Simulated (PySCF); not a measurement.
**CH10B2O2Si2 (SMILES CB[SiH2]OBO[SiH3]): density, localisation and related maps**

The calculation's input:

```
{"job": {"kind": "nmr", "xc": "PBE0", "basis": "pcSseg-1"}, "charge": 0, "multiplicity": 1}
C     -3.259407     0.901238     0.526525
B     -1.795038     0.364596     0.698418
Si    -0.630050     0.032982    -0.847985
O      0.238797    -1.323981    -0.572307
B      1.393483    -1.882099    -0.241461
O      2.498073    -1.183540     0.042199
Si     3.211197     0.257135     0.181676
H     -3.541561     1.634921     1.280298
H     -3.495058     1.307826    -0.453280
H     -3.931112     0.055109     0.688628
H     -1.450043     0.147379     1.803001
H     -1.266050    -0.320235    -2.132749
H      0.267670     1.164692    -1.182039
H      1.460427    -3.060353    -0.188460
H      3.368275     0.850827    -1.148731
H      4.496072    -0.084356     0.792210
H      2.427327     1.149889     1.043072
```

Run with:

```sh
OMP_NUM_THREADS=1 python probes_run.py task.json out
```

Geometry: GFN2-xTB.

All numbers below come from PBE0/pcSseg-1, SCF density, gas phase, non-relativistic in PySCF.

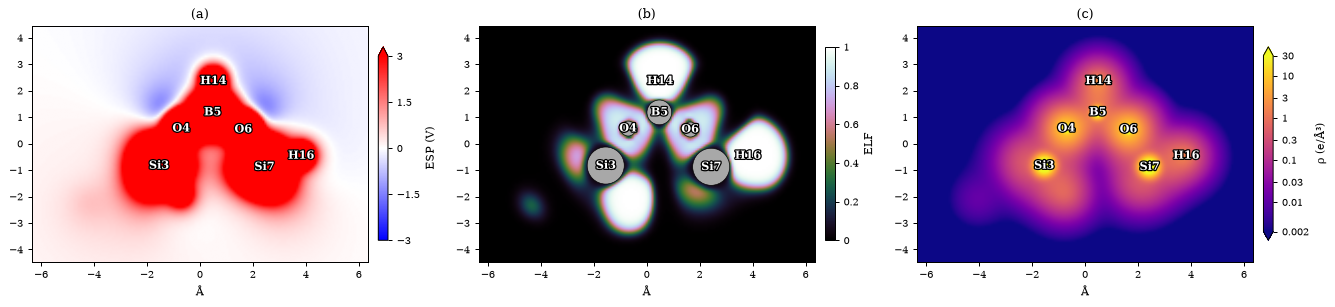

Figure 1. (a) molecular electrostatic potential; (b) ELF; (c) electron density on the plane of atoms B5, O6 and Si7. Grey discs cover the atomic cores in the ELF map.

Interpret the plot.

The section cuts through Si, O, B and H sites. B–O (1.32 Å): ρ is about 2.2 e/Å³ halfway; the ELF peaks at about 0.90 between the atoms, as expected for a polar covalent bond. Si–O (1.61 Å): ρ is about 1.2 e/Å³ halfway; the ELF peaks at about 0.85 between the atoms (a polar covalent bond). B–H (1.18 Å): ρ at the midpoint is about 1.3 e/Å³; the ELF climbs to about 1 towards the hydrogen, as it does in any bond to H (an ordinary covalent bond to hydrogen). Si–H (1.46 Å): the density is about 0.83 e/Å³ at the midpoint; the ELF climbs to about 1 towards the hydrogen. The ELF also peaks beside O4 and O6, away from the bonds: lone-pair regions. Outside the dense part of the molecule the potential is most negative (−1.4 V) near O6.

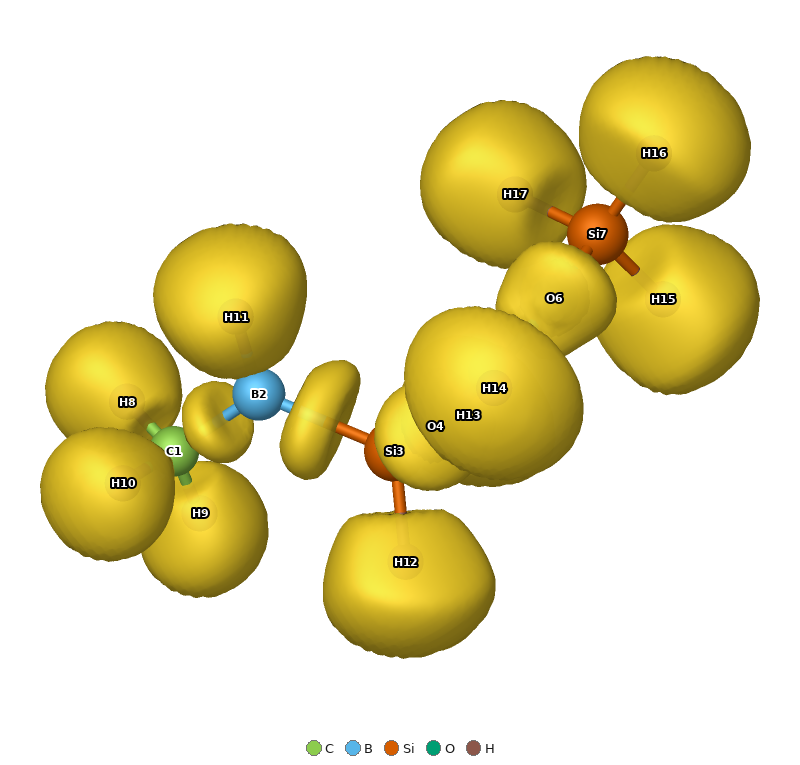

Figure 2. Isosurface of the electron localisation function at 0.8 (yellow), seen at an oblique angle. Only the valence region is drawn (cores and ρ < 0.01 e/Å³ removed).

What do the ELF domains correspond to?

At this value the surface marks out one region between bonded B–C atoms (shared pairs), one region between bonded B–Si atoms (shared pairs), ten regions around hydrogen nuclei and two regions on O in which the atom's valence shell and bonds are merged. Profiles from the grid: C–B (1.57 Å): the ELF peaks at about 0.95 between the atoms (localised, covalent bonding).

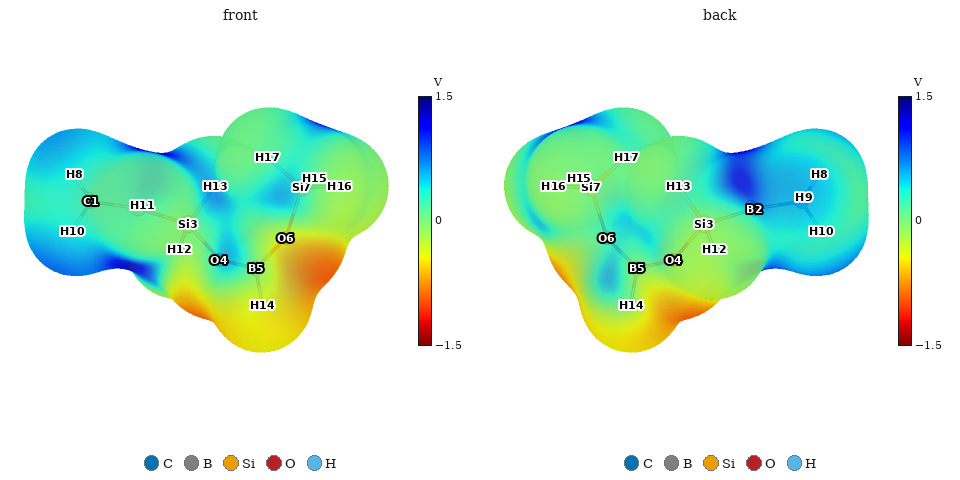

Figure 3. The electrostatic potential painted on the density surface at 0.001 e/bohr³, seen from the front and from behind; red is negative and blue positive.

Where is the surface potential most negative and most positive?

The most negative region (about −0.9 V) lies over O4 and O6, the most positive (about +1.3 V) over B2.

How polar is the molecule by this calculation?

Its dipole moment is 2.52 D.
